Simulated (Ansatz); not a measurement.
The figure comes from a scan of MoS2 (3R-MoS2 type, space group R3m): one S atom of a 3-atom cell moves by s towards the nearest neighbour, with its periodic images. The numbers are results of PBEsol-D3(BJ) (plane waves to 420 eV, PAW, scalar-relativistic; Ansatz, a first-principles code), not measurements. k mesh 10×10×10 (Γ-centred), Fermi-Dirac smearing 0.05 eV. Left out: 1 of 11 points, with atoms too close for the PAW data. As the smearing reaches across the gap at some points, energies and forces of such displacements shift with the k mesh and the smearing. F∥ is the force on the atom along that direction. MoS2 is run without spin polarisation. MoS2 was relaxed with its symmetry unable to fall. This is one of several known forms of MoS2; the measured ambient cells at hand have space group No. 194. 

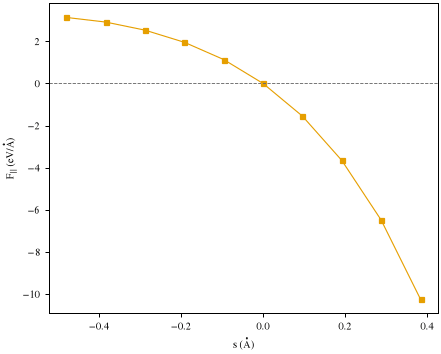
*F∥ (eV/Å) against s (Å); computed points joined by lines.*

Problem. Read the plotted values off the figure, to the accuracy that the plot allows.

Solution. To the nearest 0.2:

```csv
s (Å),F∥ (eV/Å)
-0.480,3.2
-0.384,3.0
-0.288,2.6
-0.192,2.0
-0.096,1.2
0.000,0.0
0.096,-1.6
0.192,-3.6
0.288,-6.4
0.384,-10.2
```

(For displaced atoms, the force is minus the slope of the energy, and its curvature is a force constant, which sets phonon frequencies.)
